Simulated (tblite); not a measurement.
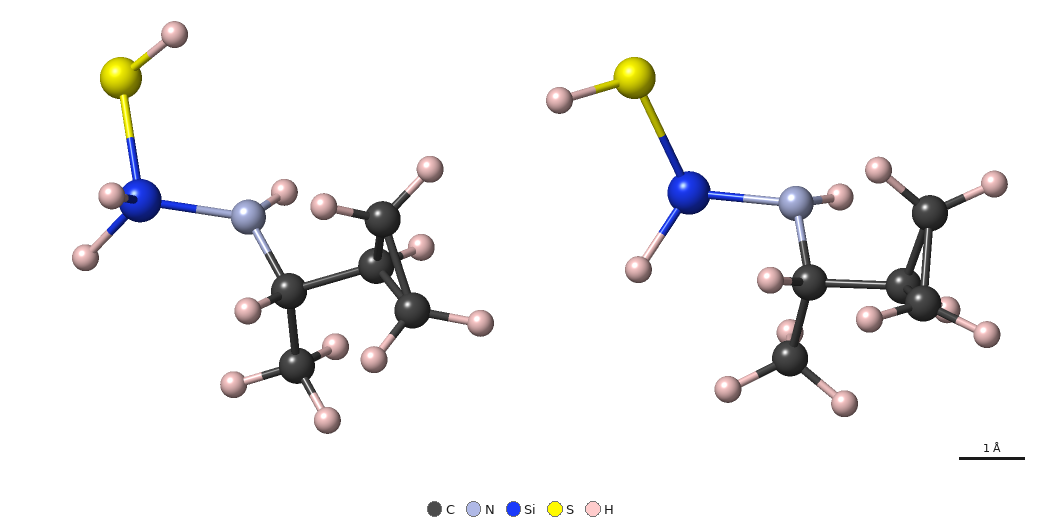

Two geometries of C₅H₁₃NSSi, drawn at one scale. One is the start of a relaxation, the other its converged end. Style: ball-and-stick. Shown at a tilt.

These are results of tblite 0.8.0, GFN2-xTB geometry optimisation, gas phase, not measurements. 

**Which one is relaxed?**

The left one is the relaxed one. Over 220 geometry steps the energy falls by 0.985 eV. An H atom moves most after the best rigid fit: 2.61 Å. By element the largest moves are H 2.61 Å, S 1.22 Å, Si 0.70 Å, C 0.58 Å, N 0.48 Å. Near-neighbour distances that change, for instance: H–S 1.407 → 1.323 Å, N–Si 1.763 → 1.706 Å, H–Si 1.501 → 1.461 Å, C–H 1.112 → 1.079 Å. Among the angles between lasting bonds that change: N–Si–H 106.0° → 119.1°, Si–S–H 108.1° → 96.5°, C–N–Si 112.3° → 123.6°. Groups turn about S–Si by about 65°, C–C by about 45°, C–C by about 20°.
